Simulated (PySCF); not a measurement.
Energy landscape of Cl2Mg, singlet: map of symmetric stretch and bend. Scanned: Mg-Cl bond length and Cl-Mg-Cl angle.

Cartesian coordinates as functions of the variables (Å; names that start with a are angles):
```
Mg  0  0  0
Cl  r*sin(a/2)  0  r*cos(a/2)
Cl  -r*sin(a/2)  0  r*cos(a/2)
```

Computed with MP2 on RHF/cc-pVDZ, 11 core orbitals frozen run with PySCF.

Energy in kcal/mol above the lowest grid point; x is the Mg-Cl bond length (Å), y the Cl-Mg-Cl angle (°).

```csv
y \ x,1.85,1.96,2.07,2.18,2.29,2.40,2.51,2.62,2.73,2.83,2.94
180,60.1,23.6,5.6,0.0,2.6,10.4,21.7,35.0,49.3,62.7,77.4
171.36,60.4,23.9,5.9,0.3,2.8,10.7,21.9,35.2,49.5,62.9,77.6
162.73,61.2,24.7,6.7,1.0,3.5,11.4,22.6,35.8,50.1,63.4,78.1
154.09,62.7,26.2,8.1,2.3,4.8,12.5,23.7,36.8,51.1,64.4,79.0
145.45,64.8,28.2,10.1,4.2,6.6,14.2,25.3,38.3,52.5,65.7,80.2
136.82,67.8,31.0,12.7,6.7,8.9,16.4,27.4,40.3,54.3,67.5,81.9
128.18,71.8,34.7,16.1,9.9,11.9,19.3,30.0,42.8,56.7,69.7,83.9
119.55,77.2,39.5,20.5,13.9,15.6,22.8,33.3,45.9,59.6,72.4,86.5
110.91,84.5,45.8,26.1,19.0,20.3,27.1,37.3,49.7,63.1,75.7,89.5
102.27,94.6,54.3,33.4,25.5,26.2,32.5,42.3,54.3,67.4,79.7,93.2
93.64,109.3,66.2,43.3,34.0,33.7,39.2,48.4,59.9,72.5,84.5,97.6
85,132.6,84.5,58.0,46.1,43.9,48.1,56.3,66.9,78.9,90.3,102.9
```

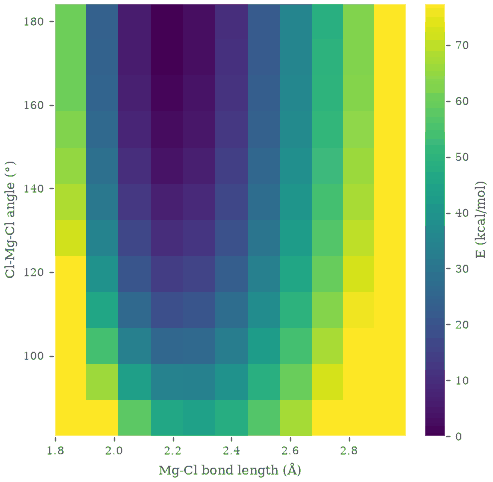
Figure. Energy surface, cut off at 77 kcal/mol.

Points that lie below all their neighbours on the grid: x = 2.18, y = 180 on the edge of the grid (0.0 kcal/mol).
